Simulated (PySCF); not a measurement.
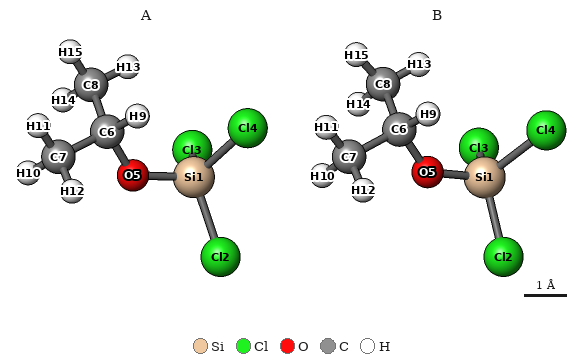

Two geometries of C$_{3}$H$_{7}$Cl$_{3}$OSi, drawn at one scale. One is the start of a relaxation, the other its converged end. The picture is a ball-and-stick view, seen at a tilt.

Method: PBE0-D3(BJ)/def2-SVP geometry optimisation, gas phase in PySCF. 

Q: Which one is relaxed?

A: Structure A is the relaxed one. The start comes from GFN2-xTB. Its atoms were then displaced at random by about 0.03 Å. Over 9 geometry steps the energy falls by 15.4 kcal/mol. Cl4 moves most after the best rigid fit: 0.25 Å. Largest moves by element: Cl 0.25 Å, O 0.17 Å, H 0.15 Å, C 0.08 Å, Si 0.05 Å. Some distances before and after: Si1–Cl3 1.907 → 2.044 Å, C8–H13 1.028 → 1.101 Å, Si1–Cl2 1.977 → 2.034 Å, C8–H14 1.049 → 1.101 Å. Among the angles between lasting bonds that change: H13–C8–H14 119.6° → 108.3°, Si1–O5–C6 136.1° → 129.2°, Cl2–Si1–Cl3 115.5° → 108.7°. The run took 2.5 min on 1 thread of Arm Neoverse V1, with other jobs on the host.
